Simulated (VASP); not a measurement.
Band structure of AgI (zinc blende). Calculation: modified Becke-Johnson potential (mBJ) with spin-orbit coupling, VASP's PBE PAW potentials (set 64) (plane waves; VASP 6.6.1).

mBJ is a potential without an energy functional, so only the levels count.

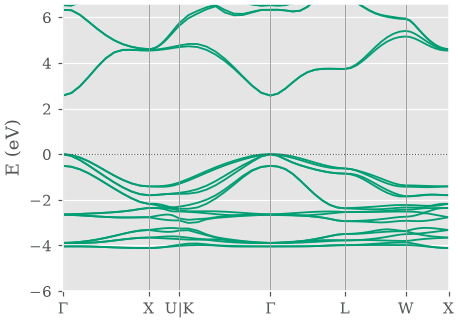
*Bands along high-symmetry lines, zero at the valence-band maximum or, without a gap, the Fermi level*

### Question
Read the plot: is there a gap, and where are the band edges?

### Answer
The gap is direct, 2.57 eV, from the valence maximum at Γ to the conduction minimum at Γ.

The compound is AgI in the zinc blende structure, whereas wurtzite is the usual form. It was relaxed first. The cell's shape comes from a PBE relaxation.
